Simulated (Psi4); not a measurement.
# Excited-state calculation, with input and output: NaRb

NaRb, computed with TDDFT (wB97X)/def2-SVP, RKS, core potentials def2 (Psi4 1.11).

The geometry comes from this level: PBE0-D4/def2-TZVP.

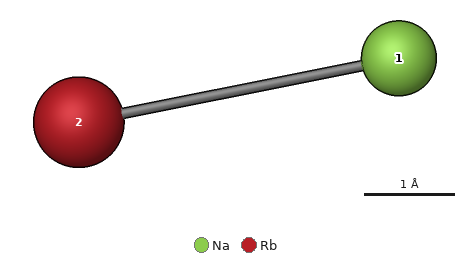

The input geometry (ball-and-stick view, seen at an oblique angle; atoms are numbered from 1 in the order of the input). Sticks mark near contacts.

The input (calc.dat):
```python
memory 1.6 GB

molecule system {
  Na     0.00000000     0.00000000    -0.39877001
  Rb     0.00000000     0.00000000     6.59344342
  units bohr
  symmetry c1
}

set basis def2-SVP
set puream true
set scf_type pk
set dft_radial_points 99
set dft_spherical_points 590
set save_jk true

from psi4.driver.procrouting.response.scf_response import tdscf_excitations
e_tot, wfn = energy('wb97x', return_wfn=True)
states = tdscf_excitations(wfn, states=4, tda=False)
print_variables()
```

Machine: 1 thread of Intel Xeon @ 2.70GHz, 189 GiB of memory available, shared host.

Run as:
```bash
psi4 -n 1 calc.dat calc.out
```

Log:
```
Psi4 1.11 release

   => Loading Basis Set <=

    Name: DEF2-SVP
    Role: ORBITAL
    Keyword: BASIS

    !!!  WARNING: ECP capability is in beta. Please check occupations closely.  !!!

         ---------------------------------------------------------
                                   SCF
                              RKS Reference
                        1 Threads,   1525 MiB Core
         ---------------------------------------------------------

  ==> Geometry <==

    Molecular point group: c1
    Full point group: C_inf_v

    Geometry (in Bohr), charge = 0, multiplicity = 1:

       Center              X                  Y                   Z               Mass
    ------------   -----------------  -----------------  -----------------  -----------------
         NA           0.000000000000     0.000000000000    -5.502435386139    22.989769282000
         RB           0.000000000000     0.000000000000     1.489778043861    84.911789737900

  Running in c1 symmetry.

  Rotational constants: A = ************  B =      0.06806  C =      0.06806 [cm^-1]
  Rotational constants: A = ************  B =   2040.37829  C =   2040.37829 [MHz]
  Nuclear repulsion =   14.158606711751933

  Charge       = 0
  Multiplicity = 1
  Electrons    = 20
  Nalpha       = 10
  Nbeta        = 10

  ==> Algorithm <==

  SCF Algorithm Type is PK.
  DIIS enabled.
  MOM disabled.
  Fractional occupation disabled.
  Guess Type is SAD.
  Energy threshold   = 1.00e-06
  Density threshold  = 1.00e-06
  Integral threshold = 1.00e-12

  ==> Primary Basis <==

  Basis Set: DEF2-SVP
    Blend: DEF2-SVP
    Number of shells: 17
    Number of basis functions: 39
    Number of Cartesian functions: 42
    Spherical Harmonics?: true
    Max angular momentum: 2

  Core potential: DEF2-SVP
    Number of shells: 4
    Number of ECP primitives: 10
    Number of ECP core electrons: 28
    Max angular momentum: 3

  ==> DFT Potential <==

   => LibXC <=

    Version 7.1.2

   => Composite Functional: WB97X <=

    wB97X Hyb-GGA Exchange-Correlation Functional

    Deriv               =              1
    GGA                 =           TRUE
    Meta                =          FALSE

    Exchange Hybrid     =           TRUE
    MP2 Hybrid          =          FALSE

   => Exchange-Correlation Functionals <=

    1.0000   wB97X range-separated functional

   => Exact (HF) Exchange <=

    0.8423            HF,LR [omega = 0.3000]
    0.1577               HF

   => LibXC Density Thresholds  <==

    XC_HYB_GGA_XC_WB97X:  1.00E-14

   => Molecular Quadrature <=

    Radial Scheme          =       TREUTLER
    Pruning Scheme         =           NONE
    Nuclear Scheme         =       TREUTLER

    Blocking Scheme        =         OCTREE
    BS radius alpha        =              1
    Pruning alpha          =              1
    Radial Points          =             99
    Spherical Points       =            590
    Total Points           =         109915
    Total Blocks           =           1080
    Max Points             =            256
    Max Functions          =             39
    Weights Tolerance      =       1.00E-15

  ==> Integral Setup <==

  Using in-core PK algorithm.
   Calculation information:
      Number of atoms:                   2
      Number of AO shells:              17
      Number of primitives:             32
      Number of atomic orbitals:        42
      Number of basis functions:        39

      Integral cutoff                 1.00e-12
      Number of threads:                 1

  Performing in-core PK
  Using 913770 doubles for integral storage.
  We computed 11595 shell quartets total.
  Whereas there are 11781 unique shell quartets.

  Computing range-separated integrals for PK
  We computed 11595 wK shell quartets total.
  Whereas there are 11781 wK unique shell quartets.

  ==> DiskJK: Disk-Based J/K Matrices <==

    J tasked:                  Yes
    K tasked:                  Yes
    wK tasked:                 Yes
    Omega:               3.000E-01
    Memory [MiB]:             1035
    Schwarz Cutoff:          1E-12

  Cached 100.0% of DFT collocation blocks in 0.106 [GiB].

  Minimum eigenvalue in the overlap matrix is 9.2755791953E-03.
  Reciprocal condition number of the overlap matrix is 2.5133685332E-03.
    Using symmetric orthogonalization.

  ==> Pre-Iterations <==

  SCF Guess: Superposition of Atomic Densities via on-the-fly atomic UHF (no occupation information).

   -------------------------
    Irrep   Nso     Nmo
   -------------------------
     A         39      39
   -------------------------
    Total      39      39
   -------------------------

  ==> Iterations <==

                        Total Energy        Delta E     RMS |[F,P]|

   @RKS iter SAD:  -185.67589179925380   -1.85676e+02   0.00000e+00
   @RKS iter   1:  -186.23707443105610   -5.61183e-01   4.98508e-03 DIIS/ADIIS
   @RKS iter   2:  -186.30030879742469   -6.32344e-02   1.83430e-03 DIIS/ADIIS
   @RKS iter   3:  -186.30729018130916   -6.98138e-03   5.13446e-04 DIIS/ADIIS
   @RKS iter   4:  -186.30971665898909   -2.42648e-03   1.51117e-04 DIIS/ADIIS
   @RKS iter   5:  -186.30997921458822   -2.62556e-04   3.06003e-05 DIIS
   @RKS iter   6:  -186.30999074446478   -1.15299e-05   1.30176e-05 DIIS
   @RKS iter   7:  -186.30999244244353   -1.69798e-06   3.95145e-06 DIIS
   @RKS iter   8:  -186.30999263053729   -1.88094e-07   7.96460e-07 DIIS
  Energy and wave function converged.

  ==> Post-Iterations <==

   Electrons on quadrature grid:
      Ntotal   =   20.0000002812 ; deviation = 2.812e-07

    Orbital Energies [Eh]
    ---------------------

    Doubly Occupied:

       1A    -38.471593     2A     -2.308077     3A     -1.397203
       4A     -1.234813     5A     -1.234665     6A     -1.234665
       7A     -0.745883     8A     -0.745883     9A     -0.744708
      10A     -0.161237

    Virtual:

      11A     -0.006985    12A      0.019350    13A      0.019350
      14A      0.038930    15A      0.056503    16A      0.056847
      17A      0.056847    18A      0.067709    19A      0.067709
      20A      0.080197    21A      0.124620    22A      0.124620
      23A      0.138731    24A      0.169228    25A      0.311766
      26A      0.316455    27A      0.316455    28A      0.350974
      29A      0.350977    30A      0.361644    31A      0.361649
      32A      0.373962    33A      0.376606    34A      0.376606
      35A      0.438187    36A      0.438187    37A      0.617532
      38A      0.701613    39A     19.727692

    Final Occupation by Irrep:
              A
    DOCC [    10 ]
    NA   [    10 ]
    NB   [    10 ]

  @RKS Final Energy:  -186.30999263053729

   => Energetics <=

    Nuclear Repulsion Energy =             14.1586067117519327
    One-Electron Energy =                -295.9023993400941777
    Two-Electron Energy =                 108.2393764722949214
    DFT Exchange-Correlation Energy =     -12.8055764744899925
    Empirical Dispersion Energy =           0.0000000000000000
    VV10 Nonlocal Energy =                  0.0000000000000000
    Total Energy =                       -186.3099926305373231

Computation Completed

Properties will be evaluated at   0.000000,   0.000000,   0.000000 [a0]

Properties computed using the SCF density matrix

 Multipole Moments:

 ------------------------------------------------------------------------------------
     Multipole            Electronic (a.u.)      Nuclear  (a.u.)        Total (a.u.)
 ------------------------------------------------------------------------------------

 L = 1.  Multiply by 2.5417464519 to convert [e a0] to [Debye]
 Dipole X            :          0.0000000            0.0000000            0.0000000
 Dipole Y            :          0.0000000            0.0000000            0.0000000
 Dipole Z            :         48.5607015          -47.1187869            1.4419147
 Magnitude           :                                                    1.4419147

 ------------------------------------------------------------------------------------

	total time  =          3 seconds =       0.05 minutes

******************************************************************************************
**********                               WARNING                                **********
**********       The names of excited state variables changed between 1.5       **********
**********     and 1.6. For a quick solution, remove the symmetry specifier     **********
**********   from the variable name. For full details, see 'Notes on Psivars'   **********
**********                        in the documentation.                         **********
******************************************************************************************

         ---------------------------------------------------------
                         TDSCF excitation energies
         ---------------------------------------------------------

  ==> Options <==

     Residual threshold  : 1.0000e-04
     Initial guess       : denominators
     Reference           : RHF
     Solver type         : RPA (Hamiltonian)

  ==> Requested Excitations <==

      4 singlet states with A symmetry

  ==> Seeking the lowest 4 singlet states with A symmetry

                        Generalized Hamiltonian Solver

  ==> Options <==

    Max number of iterations        = 60
    Eigenvector tolerance           = 1.0000e-04
    Max number of expansion vectors = 800

  => Iterations <=
                              Max[D[value]]     Max[|R|]   # vectors
  HamiltonianSolver iter   1:   9.69996e-02  7.72826e-02     16
  HamiltonianSolver iter   2:   2.00218e-03  1.01141e-02     24
  HamiltonianSolver iter   3:   4.00576e-05  8.51199e-04     32
  HamiltonianSolver iter   4:   1.89320e-07  1.17867e-04     40
  HamiltonianSolver iter   5:   1.57794e-09  4.80108e-05     44      Converged

******************************************************************************************
**********                               WARNING                                **********
**********  Length-gauge rotatory strengths are **NOT** gauge-origin invariant  **********
******************************************************************************************

                                    Excitation Energy         Total Energy        Oscillator Strength             Rotatory Strength
     #   Sym: GS->ES (Trans)        au              eV              au          au (length)    au (velocity)    au (length)    au (velocity)
    ---- -------------------- --------------- --------------- --------------- --------------- --------------- --------------- ---------------
     1        A->A (1 A)       0.05979         1.62709        -186.25020       0.6446          0.6417         -0.0000         -0.0000
     2        A->A (1 A)       0.07925         2.15647        -186.23074       0.5298          0.5114          0.0000         -0.0000
     3        A->A (1 A)       0.07925         2.15647        -186.23074       0.5298          0.5114         -0.0000          0.0000
     4        A->A (1 A)       0.09601         2.61252        -186.21398       0.0351          0.0406         -0.0000         -0.0000

Contributing excitations and de-excitations
Only contributions with abs(coeff) > 1.00e-01 will be printed:

Excited State    1 (1 A):   0.05979 au   762.00 nm f = 0.6446
  Sums of squares: Xssq =  1.020055e+00; Yssq =  2.005496e-02; Xssq - Yssq =  1.000000e+00
     10a  ->  11a    -1.004063 (100.814%)
     10a  <-  11a     0.107864 ( 1.163%)

Excited State    2 (1 A):   0.07925 au   574.94 nm f = 0.5298
  Sums of squares: Xssq =  1.011905e+00; Yssq =  1.190461e-02; Xssq - Yssq =  1.000000e+00
     10a  ->  12a     0.975661 (95.192%)
     10a  ->  13a    -0.241666 ( 5.840%)

Excited State    3 (1 A):   0.07925 au   574.94 nm f = 0.5298
  Sums of squares: Xssq =  1.011905e+00; Yssq =  1.190457e-02; Xssq - Yssq =  1.000000e+00
     10a  ->  12a     0.241666 ( 5.840%)
     10a  ->  13a     0.975661 (95.192%)

Excited State    4 (1 A):   0.09601 au   474.58 nm f = 0.0351
  Sums of squares: Xssq =  1.007787e+00; Yssq =  7.786813e-03; Xssq - Yssq =  1.000000e+00
     10a  ->  14a    -0.953677 (90.950%)
     10a  ->  15a    -0.289517 ( 8.382%)

******************************************************************************************
**********                               WARNING                                **********
**********       The names of excited state variables changed between 1.5       **********
**********     and 1.6. For a quick solution, remove the symmetry specifier     **********
**********   from the variable name. For full details, see 'Notes on Psivars'   **********
**********                        in the documentation.                         **********
******************************************************************************************

  Variable Map:
  ----------------------------------------------------------------------------
  "CURRENT ENERGY"              =>    -186.309992630537
  "CURRENT REFERENCE ENERGY"    =>    -186.309992630537
  "DD SOLVATION ENERGY"         =>       0.000000000000
  "DFT FUNCTIONAL TOTAL ENERGY" =>    -186.309992630537
  "DFT TOTAL ENERGY"            =>    -186.309992630537
  "DFT VV10 ENERGY"             =>       0.000000000000
  "DFT XC ENERGY"               =>     -12.805576474490
  "GRID ELECTRONS ALPHA"        =>      10.000000140602
  "GRID ELECTRONS BETA"         =>      10.000000140602
  "GRID ELECTRONS TOTAL"        =>      20.000000281203
  "NUCLEAR REPULSION ENERGY"    =>      14.158606711752
  "ONE-ELECTRON ENERGY"         =>    -295.902399340094
  "PCM POLARIZATION ENERGY"     =>       0.000000000000
  "PE ENERGY"                   =>       0.000000000000
  "SCF ITERATION ENERGY"        =>    -186.309992630537
  "SCF ITERATIONS"              =>       8.000000000000
  "SCF TOTAL ENERGY"            =>    -186.309992630537
  "TWO-ELECTRON ENERGY"         =>     108.239376472295
  "XC GRID RADIAL POINTS"       =>      99.000000000000
  "XC GRID SPHERICAL POINTS"    =>     590.000000000000
  "XC GRID TOTAL POINTS"        =>  109915.000000000000

  Array Variable Map:
  ----------------------------------------------------------------------------
  "CURRENT DIPOLE"              =>       0.000000000009 ... 1.441914659293 1 by 3
  "SCF DIPOLE"                  =>       0.000000000009 ... 1.441914659293 1 by 3
  "SCF TOTAL ENERGIES"          =>    -185.675891799254 ... -186.309992630537 1 by 9

    Psi4 run time: 0:00:07.09
```

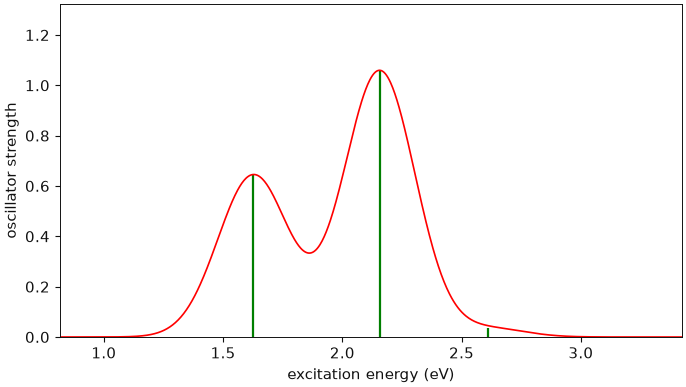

Computed excitations as sticks (degenerate states added up, dark ones marked on the axis), with a Gaussian envelope of 0.35 eV full width at half maximum, scaled to the tallest. Of the 4 states the lowest lies at 1.63 eV (f = 0.645); the strongest line is at 2.16 eV, or 575 nm (f = 1.060, summed over 2 states that lie within 0.004 eV).

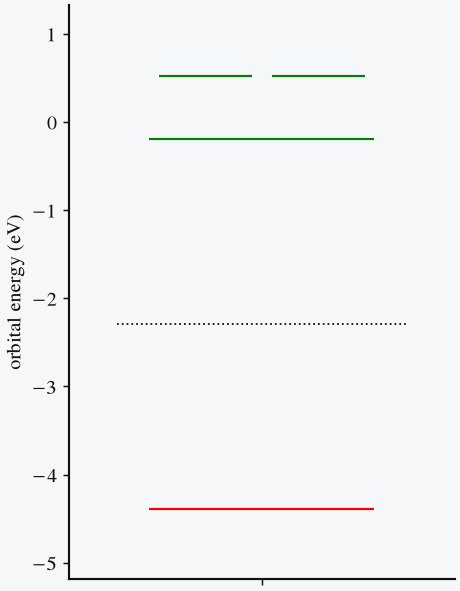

Orbital energies near the frontier; the dotted line parts filled from empty levels, and levels within 0.02 eV of each other stand side by side. Highest filled −4.39 eV, lowest empty −0.19 eV, 4.20 eV apart.

Summary:

```csv
quantity,value
outcome,converged
total energy,−186.309993 hartree
basis functions,39
HOMO,−4.39 eV
LUMO,−0.19 eV
dipole moment,3.66 D
lowest excitation,1.63 eV
wall time,9 s
peak memory,0.33 GiB
```
